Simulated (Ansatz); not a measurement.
# Redistribution: SiHF3 + SiH(CH3)(SiH3)2 → SiH(SiH3)F2 + SiH(CH3)(SiH3)F

Species: SiHF3 `F[SiH](F)F`, singlet; SiH(CH3)(SiH3)2, singlet; SiH(SiH3)F2, singlet; SiH(CH3)(SiH3)F, singlet. The partners trade F for SiH3; both sit on Si, so the bond types are kept.

Shapes, held fixed at every level: PBE0-D4/def2-TZVP. Programs: Ansatz 0.2.0. The zero-point and thermal change to 298 K, harmonic and unscaled (PBE0-D4/def2-TZVP), is -1.3 kJ/mol.

```tsv
level	kind	ΔH(298 K) (kJ/mol)	less CCSD(T)/CBS estimate
B3LYP-D4/def2-TZVPP	global hybrid	+41.0	-7.3
BHLYP-D4/def2-TZVPP	global hybrid	+43.5	-4.8
PBE0-D4/def2-TZVPP	global hybrid	+47.0	-1.3
MP2/def2-TZVPP	perturbation theory	+54.6	+6.3
CCSD(T)/def2-SVP	coupled cluster or CI	+51.3	+3.0
CCSD(T)/def2-TZVPP	coupled cluster or CI	+51.3	+3.0
CCSD/def2-TZVPP	coupled cluster or CI	+49.4	+1.1
CCSD(T)/CBS estimate	coupled cluster or CI	+48.3	0.0
```

The highest level, CCSD(T)/CBS estimate, gives ΔH(298 K) = +48.3 kJ/mol; the levels span +41.0 to +54.6. The column of differences is taken from that level and isn't an error. No measured value is set beside it here. The CBS estimate extrapolates MP2 from def2-TZVPP and def2-QZVPP and adds CCSD(T) − MP2 in the triple-zeta set, cores frozen.

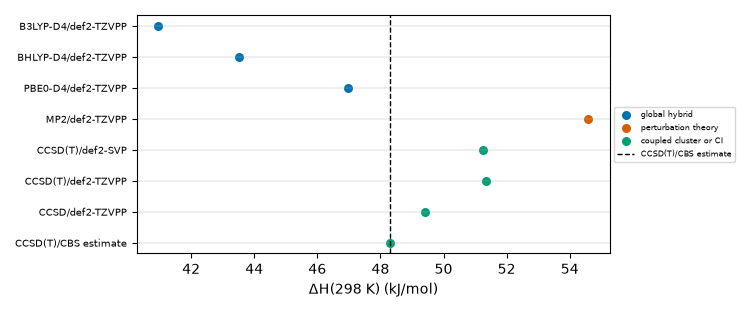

The values of the table, level by level.
